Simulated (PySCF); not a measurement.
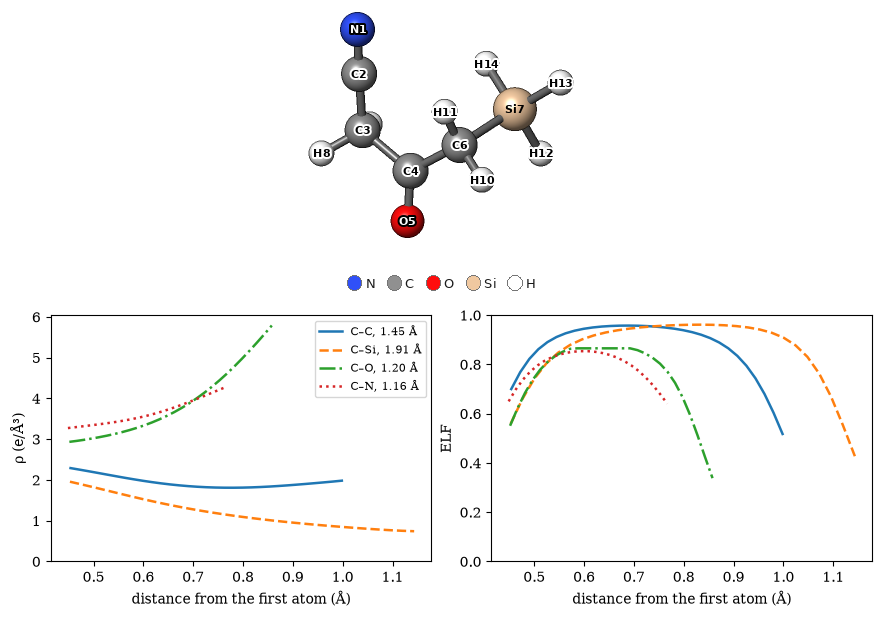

The picture shows: C4H7NOSi. Electron density and electron localisation function along straight lines between neighbouring atoms. The curves leave out the atomic cores. The structure is drawn too.

Geometry: PBE0-D3(BJ)/def2-SVP.

Method: PySCF 2.14.0, WP04/pcSseg-1, SCF density, in a chloroform solvent model, non-relativistic.

The calculation's input:

```
{"job": {"xc": "WP04", "basis": "pcSseg-1", "solvent": "chloroform", "kind": "nmr", "pop": true}, "charge": 0, "multiplicity": 1}
N      2.210436     0.014078     2.165699
C      1.787137    -0.532167     1.237227
C      1.235413    -1.181333     0.061488
C      0.349186    -0.307480    -0.849801
O      0.105864    -0.713186    -1.956656
C     -0.216302     0.954606    -0.285705
Si    -1.735243     0.638407     0.820556
H      2.042409    -1.591549    -0.564890
H      0.621063    -2.041826     0.379550
H     -0.541862     1.594568    -1.118941
H      0.522067     1.488931     0.332643
H     -2.822086     0.025626     0.002650
H     -2.189368     1.942617     1.381725
H     -1.369393    -0.291765     1.929791
```

Command:

```sh
OMP_NUM_THREADS=1 python ens_run.py task.json out
```

Q: What kind of bonding do the profiles show?

A: C–C (1.45 Å): the density is about 1.8 e/Å³ at the midpoint; the ELF peaks at about 0.95 between the atoms: localised, covalent bonding.
C–Si (1.91 Å): ρ at the midpoint is about 0.89 e/Å³; the ELF peaks at about 0.95 between the atoms, as expected for a shared electron pair.
C–O (1.20 Å): ρ is about 3.3 e/Å³ halfway; the ELF peaks at about 0.85 between the atoms (a multiple bond).
C–N (1.16 Å): ρ is about 3.5 e/Å³ halfway; the ELF peaks at about 0.85 between the atoms; a short, multiple covalent bond.
